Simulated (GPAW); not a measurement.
## How Al2Pt absorbs and reflects light

Aim: the dielectric function of Al2Pt, and the optical constants that follow from it. The cell comes from an older database entry, whose edges can differ from later determinations, mostly by under a per cent.

Program: GPAW 26.7.0. Level of theory: DFT, PBE, plane-wave PAW (GPAW data sets), scalar-relativistic, RPA, optical limit. Results are calculated unless marked as measured.

The database entry behind the starting cell differs from later determinations by our own check (0.1 to 0.3 % short, probably kX units), so it need not match the best structure at ambient conditions.

## (1) Starting point

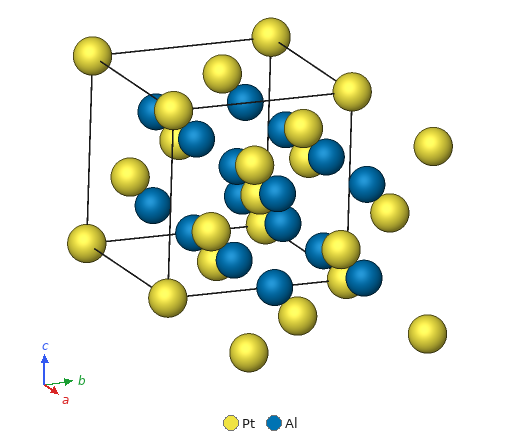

Start, viewed slightly off an axis; platinum yellow, aluminium blue. 2×1×1 cells are drawn. This picture shows the conventional cell, with its axes. Some periodic images of atoms are drawn too.

Structure file:

```
Pt Al
1.0
     0.00000    2.95500    2.95500
     2.95500    0.00000    2.95500
     2.95500    2.95500    0.00000
Pt Al
1 2
Direct
  0.00000 0.00000 0.00000
  0.75000 0.75000 0.75000
  0.25000 0.25000 0.25000
```

## (2) Bands for the response

The response needs many more empty bands than the density does.

This step: DFT, PBE, plane-wave PAW (GPAW data sets), scalar-relativistic, bands at fixed density (GPAW 26.7.0).

The input, nscf.py:

```python
from ase.dft.bandgap import bandgap
from gpaw import GPAW, FermiDirac

calc = GPAW('gs.gpw').fixed_density(kpts={'size': (13, 13, 13), 'gamma': True}, nbands=56, convergence={'bands': 50},
                                    occupations=FermiDirac(0.05), txt='nscf.txt')
print('gap (eV)', bandgap(calc, output=None)[0])
print('direct gap (eV)', bandgap(calc, direct=True, output=None)[0])
print('top band over the Fermi level (eV)', min(calc.get_eigenvalues(kpt=k)[49] for k in range(len(calc.get_ibz_k_points()))) - calc.get_fermi_level())
calc.write('full.gpw', mode='all')
```

The run is started by

```bash
OMP_NUM_THREADS=1 python nscf.py
```

Numbers of over 12 decimals in the logs are rounded to 6 here.

What it wrote:

```text
Diagonalizing LCAO Hamiltonian
Converting LCAO to pw mode
convergence criteria:
- Maximum integral of absolute [eigenst]ate change: 4e-08 eV^2 / valence electron
maximum number of iterations: 150

SCF iterations
|iter     |      energy | eigst |  dens |
|iter:   1||             | +3.72 |       |
|iter:   2||             | +2.42 |       |
|iter:   3||             | +1.37 |       |
|iter:   4||             | +0.07 |       |
|iter:   5||             | -0.91 |       |
|iter:   6||             | -1.93 |       |
|iter:   7||             | -2.74 |       |
|iter:   8||             | -3.78 |       |
|iter:   9||             | -4.59 |       |
|iter:  10||             | -5.66 |       |
|iter:  11||             | -6.42 |       |
|iter:  12||             | -7.04 |       |
|iter:  13||             | -7.43c|       |
SCF steps: 13
  __  _  _
 | _ |_)|_||  |
 |__||  | ||/\| - 26.7.0

Versions:
  Python: 3.12.14
  ASE:    3.29.0
  Numpy:  2.5.5
  Scipy:  1.18.1
  Libxc:  7.0.0

Input parameters:
  mode=PW(ecut=500.0),
  convergence={'bands': 50},
  gpts=array([24, 24, 24]),
  kpts=MonkhorstPack(size=(13, 13, 13), gamma=True),
  maxiter=150,
  nbands=56,
  occupations=Occupations(name='fermi-dirac', width=0.05, fixmagmom=False),
  parallel={},
  xc=XC(name='PBE')

--- standard output ---
gap (eV) 0.0
direct gap (eV) 0.0
top band over the Fermi level (eV) 36.030702
```

It took 3 min on 1 thread of Arm Neoverse V1, shared host; peak memory 0.28 GiB.

## (3) Dielectric function, RPA

Transitions between filled and empty bands, summed over the zone, give the optical response, so mesh, band count and broadening shape it.

The induced potential is part of this response.

This step: DFT, PBE, plane-wave PAW (GPAW data sets), scalar-relativistic, RPA, optical limit (GPAW 26.7.0).

The input, df.py:

```python
from gpaw.response.df import DielectricFunction

df = DielectricFunction('full.gpw', frequencies={'type': 'nonlinear', 'domega0': 0.03, 'omega2': 8},
                        ecut=50,
                        eta=0.15,
                        nbands=50,
                        rate=0.05,
                        txt='df.txt')
for direction in ['x']:
    df.get_dielectric_function(xc='RPA', direction=direction, filename=f'df_{direction}.csv')
```

The run is started by

```bash
OMP_NUM_THREADS=1 python df.py
```

What it wrote:

```text
Using integrator: PointIntegrator
NonLinearFrequencyDescriptor(from 0.000 to 94.979 eV, 536 points)
Nonperiodic BCs:  [False False False]
Using integrator: PointIntegrator
NonLinearFrequencyDescriptor(from 0.000 to 94.979 eV, 536 points)
Nonperiodic BCs:  [False False False]
Using integrator: PointIntegrator

Calculating chi0 body with:
    Ground state adapter containing:
    Number of spins: 1
    Number of kpoints: 2197
    Number of irreducible kpoints: 84
    Number of completely occupied states: 9
    Number of partially occupied states: 12

    Linear response parametrization:
    q_c: [0.0, 0.0, 0.0]
    Number of frequency points: 536
    Planewave cutoff: 50.0
    Number of bands: 50
    Number of planewaves: 51
    Broadening (eta): 0.15

Integrating chi0 body.

Symmetries of q_c:
    Direct symmetries (Uq -> q): 48
    Indirect symmetries (TUq -> q): 0
In total 48 allowed symmetries.

84 groups of equivalent kpoints. 96.176604% reduction.

Integral kind: spectral function

Calculating chi0 optical extensions with:
    Ground state adapter containing:
    Number of spins: 1
    Number of kpoints: 2197
    Number of irreducible kpoints: 84
    Number of completely occupied states: 9
    Number of partially occupied states: 12

    Linear response parametrization:
    Number of frequency points: 536
    Planewave cutoff: 50.0
    Number of bands: 50
    Number of planewaves: 51
    Broadening (eta): 0.15
Integrating chi0 head and wings.

Symmetries of q_c:
    Direct symmetries (Uq -> q): 48
    Indirect symmetries (TUq -> q): 0
In total 48 allowed symmetries.

84 groups of equivalent kpoints. 96.176604% reduction.

Integral kind: spectral function wings

Calculating drude chi0 with:
    Number of frequency points:536
    Plasma frequency decay rate: 0.05 eV

    Ground state adapter containing:
    Number of spins: 1
    Number of kpoints: 2197
    Number of irreducible kpoints: 84
    Number of completely occupied states: 9
    Number of partially occupied states: 12

Symmetries of q_c:
    Direct symmetries (Uq -> q): 48
    Indirect symmetries (TUq -> q): 0
In total 48 allowed symmetries.

84 groups of equivalent kpoints. 96.176604% reduction.

Integral kind: intraband
Plasma frequency:
[[8.04-0.j 0.  +0.j 0.  -0.j]
 [0.  +0.j 8.04-0.j 0.  +0.j]
 [0.  -0.j 0.  +0.j 8.04-0.j]]
```

The job ended after 32 s (1 thread; peak memory 0.3 GiB).

Some rows of df_x.csv (energy; Re and Im without local fields; Re and Im with them):

```text
0.000000, 26036.692900, -0.000000, 26036.012639, -0.000000
0.460735, -282.828903, 80.687800, -283.949495, 80.533026
0.943989, -70.742358, 33.602587, -71.242559, 32.935486
1.451455, -32.206684, 12.072058, -32.561051, 11.716058
1.984998, -14.409074, 5.362847, -14.823548, 5.082564
2.546682, -4.919946, 3.199865, -5.461963, 2.941950
3.138794, 1.557639, 4.817752, 0.938759, 4.309954
3.763875, 2.622238, 11.022048, 2.389438, 10.008259
4.424758, -3.521497, 11.166779, -3.081332, 10.584905
5.124608, -4.327688, 5.475497, -4.220988, 5.351772
5.866977, -2.099311, 3.780945, -2.139868, 3.636216
6.655862, -1.310416, 3.612746, -1.388201, 3.467870
7.495775, -0.400597, 3.480163, -0.602999, 3.178517
8.391833, -0.961104, 4.829051, -0.837437, 4.206152
9.349861, -1.682730, 2.546361, -1.643348, 2.333862
10.376517, -1.412784, 2.043183, -1.350377, 1.807797
11.479449, -1.230773, 1.467972, -1.068773, 1.273300
12.667487, -0.852514, 1.021493, -0.768485, 0.932716
13.950874, -0.625955, 0.745080, -0.555979, 0.659151
```

Sum at mesh points, not converged in k. Im ε, E ∥ x against photon energy; read off at these points:

```csv
photon energy (eV),"Im ε, E ∥ x"
1,27.7
2,4.99
3,3.78
4,10.8
5,6.31
6,3.50
7,2.84
8,3.65
9,2.71
10,2.13
11,1.55
12,1.22
13,0.901
```

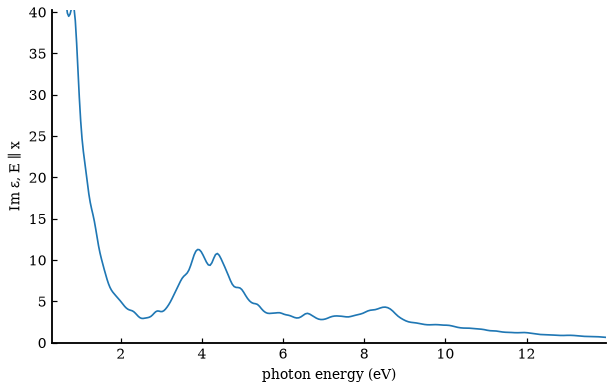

Im ε, E ∥ x against photon energy. Below 1 eV the curve runs off the scale.

Values under 1 per cm are given as 1; sum at mesh points, not converged in k. Absorption coefficient, E ∥ x against photon energy:

```csv
photon energy (eV),"absorption coefficient, E ∥ x (1/cm)"
1.01,8.3e5
1.99,7.9e5
3.02,4.5e5
3.98,9.8e5
4.98,1.2e6
6.02,1.1e6
6.99,9.7e5
8.03,1.1e6
9.02,1.5e6
10.03,1.4e6
11.03,1.4e6
12.02,1.4e6
13.00,1.2e6
```

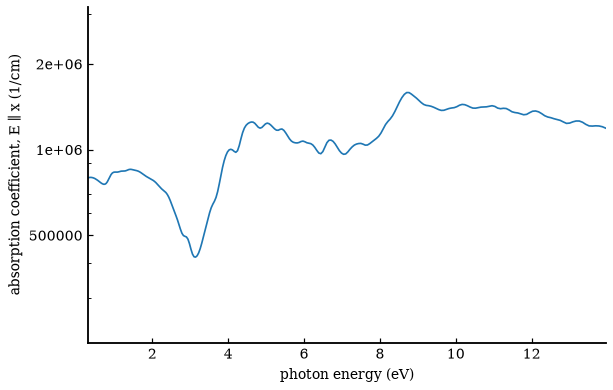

Absorption coefficient, E ∥ x against photon energy.

Sum at mesh points, not converged in k. The reflectivity at normal incidence, E ∥ x by photon energy; read off at these points:

```csv
photon energy (eV),"reflectivity at normal incidence, E ∥ x (%)"
1,91.0
2,85.4
3,31.6
4,45.6
5,53.8
6,43.7
7,31.1
8,28.1
9,45.4
10,39.5
11,42.4
12,40.1
13,37.7
```

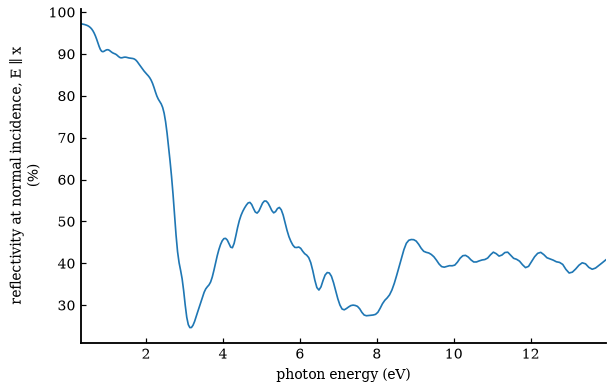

Reflectivity at normal incidence, E ∥ x against photon energy.

The loss function −Im 1/ε at q → 0, E ∥ x has structure finer than the step of the table below, so its rows give means over 0.5 eV, whole bins alone (the curve runs from 0.305 to 14.0 eV). Peaks (eV: height): 3.02: 0.261, 7.04: 0.329.

Sum at mesh points, not converged in k. Loss function −Im 1/ε at q → 0, E ∥ x against energy loss; means over each step:

```csv
energy loss (eV),"loss function −Im 1/ε at q → 0, E ∥ x"
1.0,0.00589
1.5,0.0105
2.0,0.0221
2.5,0.0791
3.0,0.223
3.5,0.123
4.0,0.0950
4.5,0.0917
5.0,0.113
5.5,0.155
6.0,0.215
6.5,0.264
7.0,0.307
7.5,0.304
8.0,0.272
8.5,0.218
9.0,0.238
9.5,0.307
10.0,0.331
10.5,0.365
11.0,0.396
11.5,0.462
12.0,0.514
12.5,0.599
13.0,0.707
13.5,0.793
```

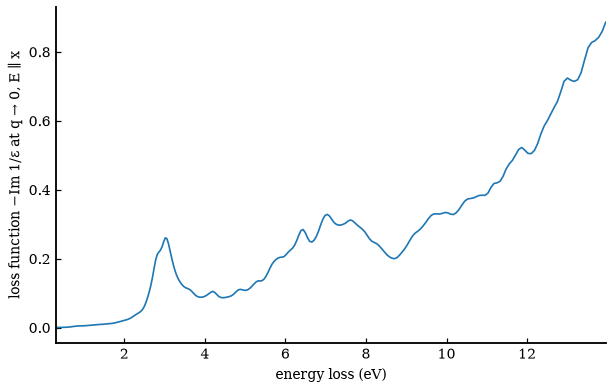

Loss function −Im 1/ε at q → 0, E ∥ x, plotted against energy loss.

Sum at mesh points, not converged in k. The Im ε, E ∥ x by photon energy; read off at these points:

```csv
photon energy (eV),without local fields,with local fields
1,28.3,27.7
2,5.27,4.99
3,4.22,3.78
4,11.7,10.8
5,6.48,6.31
6,3.63,3.50
7,2.99,2.84
8,4.12,3.65
9,2.87,2.71
10,2.38,2.13
11,1.77,1.55
12,1.33,1.22
13,1.01,0.901
```

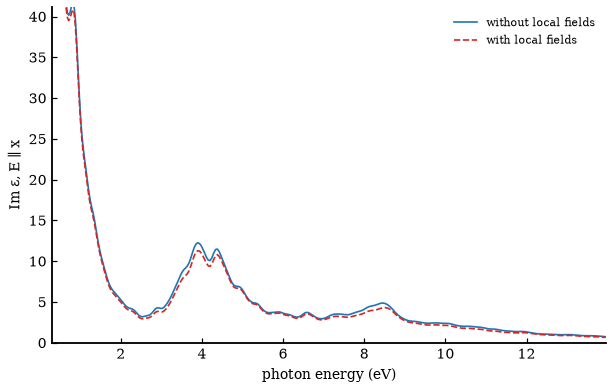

Im ε, E ∥ x, plotted against photon energy. Below 1 eV the curve runs off the scale.

From ε follow the optical constants at some laser and lamp lines:

```csv
wavelength (nm),n,k,R (%),1/α
1064,1.39,7.113,90.1,12 nm
800,0.89,5.391,89.1,12 nm
532,0.61,3.018,79.0,14 nm
450,0.88,1.859,49.8,19 nm
405,1.41,1.382,27.0,23 nm
365,2.20,1.524,30.0,19 nm
308,2.17,2.448,45.9,10 nm
```

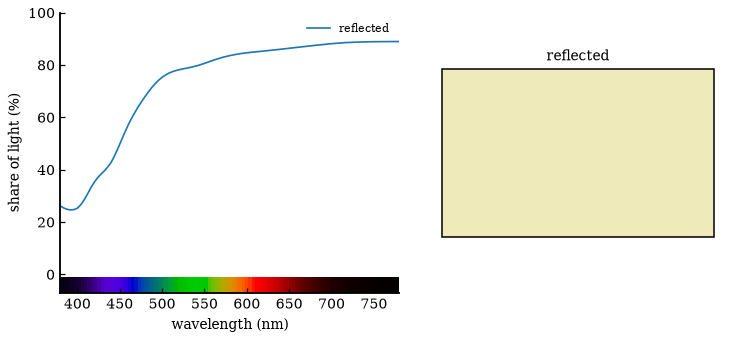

Light reflected across the visible range, with the colour that it makes of daylight (sRGB).

In reflection the computed colour is yellow: x = 0.347, y = 0.380, luminous reflectivity 81 %.

## (4) Summary of results

At this level (PBE, RPA) Al2Pt is a metal. The mesh is too coarse to trust the carriers' weight, the reflectivity or the colour to better than tens of per cent. In reflection the computed colour is yellow: x = 0.347, y = 0.380, luminous reflectivity 81 %. The carriers' damping of 0.05 eV is typed, not computed; it shapes the response at the lowest energies. Spin-orbit coupling is left out although heavy atoms are present. In this version of GPAW the matrix elements of the optical limit are incomplete, which can lower ε − 1 by up to a tenth where first-row anions or d states rule, and shift it by more in d metals. GPAW's carrier term has the form −ωp²/(ω + i·rate)², which damps like twice the rate and fails at low energy, so the curves leave the lowest energies out. The sum runs over mesh points 0.14 Å⁻¹ apart with no interpolation, so peaks are partly noise of the mesh, and the Drude plasma energy, a sum over the Fermi surface, isn't converged.

[Machine, clock and banner lines and Python warnings are left out of the logs.]

[Logs are printed without paths, hosts, clocks, repeated set-up lines and the standing remarks that a program may print on its own settings, such as how far it seeks lower states.]

[Hosts, paths, dates, database ids (printed as entryN), source tags and the programs' standing remarks are cut or masked in the printed files.]
